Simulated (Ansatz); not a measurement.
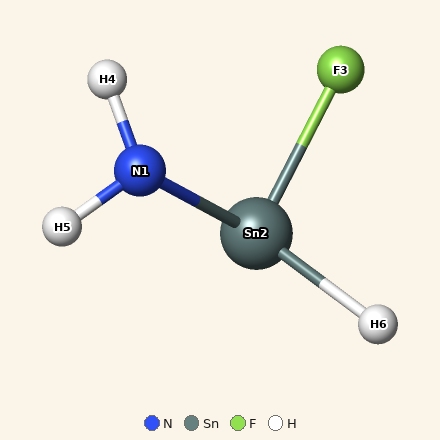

The system is FH₃NSn, SMILES [NH2][SnH][F], spin multiplicity 2; the picture shows the reference structure. First axis: umbrella angle at N1 (between each of its bonds and their common axis; 90 is planar). Second axis: change of the bonds N1–Sn2, N1–H4, N1–H5, all alike. Nothing is relaxed (all other coordinates rigid). The grid has 15 × 15 points. Points are written as (first, second). Energies are in kJ/mol, from the relaxed molecule at the same level. Level of theory: UKS PBE-D4/def2-SVP (Ansatz).

Its coordinates:

```yaml
atoms:
  - { symbol: N, position_ang: [-0.5966, 0.2406, -0.8456] }
  - { symbol: Sn, position_ang: [0.1951, -0.5742, 0.9171] }
  - { symbol: F, position_ang: [2.1091, -0.3958, 0.4520] }
  - { symbol: H, position_ang: [-0.0378, -0.0150, -1.6737] }
  - { symbol: H, position_ang: [-1.5749, -0.0099, -1.0490] }
  - { symbol: H, position_ang: [-0.0529, 0.6902, 2.1531] }
```

Range: umbrella angle at N1 (between each of its bonds and their common axis; 90 is planar) from 60.7 to 119.3°; change of the bonds N1–Sn2, N1–H4, N1–H5, all alike from −0.152 to 0.236 Å.

What will the energy surface look like?

The lowest grid point is at (106.7°, −0.014 Å), 0.9 kJ/mol from the relaxed molecule at the same level. No other kind of well shows on this grid. The highest grid point, (60.7°, −0.152 Å), lies 208 kJ/mol above the lowest.

| second ↓, first → | 60.7 | 64.9 | 69.1 | 73.3 | 77.5 | 81.6 | 85.8 | 90.0 | 94.2 | 98.4 | 102.5 | 106.7 | 110.9 | 115.1 | 119.3 |
| --- | --- | --- | --- | --- | --- | --- | --- | --- | --- | --- | --- | --- | --- | --- | --- |
| 0.236 | 173 | 181 | 194 | 202 | 203 | 200 | 196 | 191 | 184 | 175 | 167 | 158 | 151 | 147 | 147 |
| 0.208 | 147 | 154 | 165 | 171 | 172 | 170 | 166 | 160 | 154 | 146 | 138 | 130 | 123 | 120 | 121 |
| 0.180 | 123 | 129 | 137 | 142 | 142 | 140 | 137 | 131 | 125 | 118 | 110 | 103 | 97 | 95 | 97 |
| 0.152 | 101 | 105 | 111 | 114 | 114 | 112 | 109 | 104 | 98 | 91 | 84 | 77 | 73 | 71 | 74 |
| 0.125 | 82 | 84 | 88 | 90 | 90 | 88 | 84 | 80 | 74 | 68 | 61 | 55 | 52 | 51 | 56 |
| 0.097 | 65 | 65 | 67 | 68 | 67 | 65 | 62 | 57 | 52 | 46 | 40 | 35 | 33 | 33 | 39 |
| 0.069 | 52 | 50 | 50 | 50 | 48 | 46 | 43 | 38 | 34 | 28 | 23 | 19 | 17 | 19 | 27 |
| 0.042 | 44 | 40 | 38 | 36 | 34 | 32 | 28 | 24 | 20 | 15 | 11 | 8 | 7 | 10 | 19 |
| 0.014 | 41 | 34 | 31 | 28 | 25 | 22 | 19 | 15 | 11 | 7 | 3 | 1 | 2 | 6 | 17 |
| −0.014 | 45 | 36 | 30 | 26 | 22 | 19 | 16 | 12 | 8 | 5 | 2 | 1 | 3 | 9 | 21 |
| −0.042 | 56 | 45 | 37 | 32 | 28 | 24 | 20 | 17 | 13 | 10 | 9 | 9 | 12 | 20 | 34 |
| −0.069 | 76 | 62 | 53 | 47 | 42 | 37 | 34 | 30 | 27 | 25 | 24 | 25 | 29 | 39 | 54 |
| −0.097 | 107 | 92 | 81 | 73 | 67 | 62 | 58 | 55 | 52 | 51 | 50 | 52 | 58 | 69 | 87 |
| −0.125 | 152 | 134 | 121 | 112 | 105 | 100 | 96 | 93 | 90 | 89 | 90 | 93 | 100 | 113 | 132 |
| −0.152 | 209 | 189 | 175 | 164 | 157 | 151 | 147 | 144 | 142 | 141 | 142 | 147 | 155 | 170 | 191 |

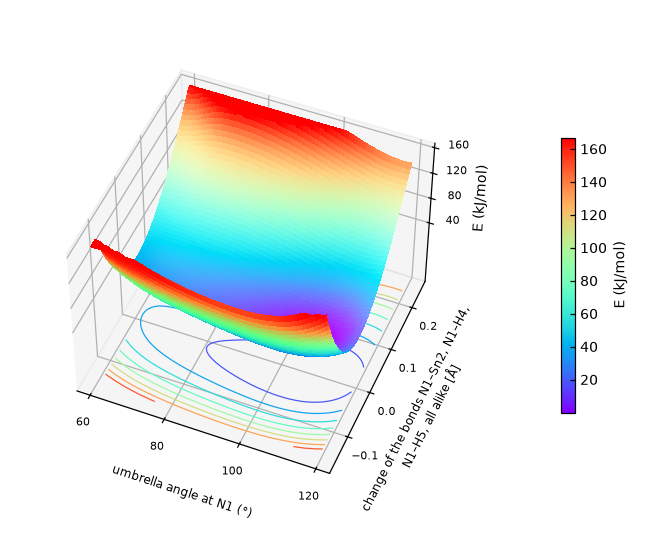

In the figure: a relief with its contours projected below, any walls above the top of the colour scale cut off. Between grid points the surface is interpolated.

Each point was launched as `ansatz run input.yaml --threads 1 --pin off --max-ram 2560MiB --backend cpu --events-out ev --progress --plain --runs-dir out`. Time for the 225 points that were run: 14 min on 1 thread of Arm Neoverse V1, with other jobs on the host.
